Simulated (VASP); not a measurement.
Band structure of TiSi (relaxed from the NiAs type structure, space group P6_3/mmc). These are r2SCAN meta-GGA, VASP's PBE PAW potentials (set 64) (plane waves; VASP) values and carry that method's errors.

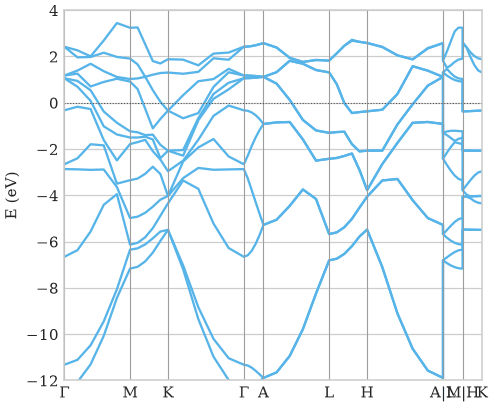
*Bands along high-symmetry lines, zero at the valence-band maximum or, without a gap, the Fermi level*

Read the plot: is there a gap, and where are the band edges?

It has no gap at this level: it comes out as a metal or semimetal.

The structure was generated: TiSi was put into the NiAs type type (P6_3/mmc), which need not be its known phase. It was relaxed first, which changed the volume by -39 %.
